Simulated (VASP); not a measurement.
Band structure of MgSe (rock salt). All values below come from PBE GGA, VASP's PBE PAW potentials (set 64) (plane waves; VASP).

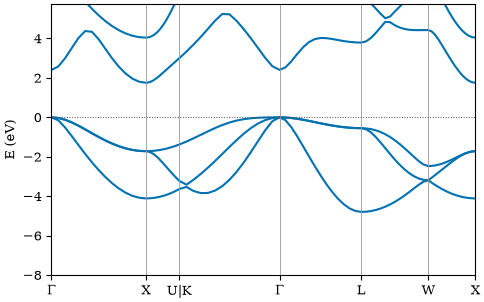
Figure: Bands along high-symmetry lines, zero at the valence-band maximum or, without a gap, the Fermi level

Task: Read the plot: is there a gap, and where are the band edges?

Result: The gap is indirect, 1.75 eV, from the valence maximum at Γ to the conduction minimum at X. (Edges off the drawn lines would not show.)

The compound is MgSe in the rock salt structure. It was relaxed first.
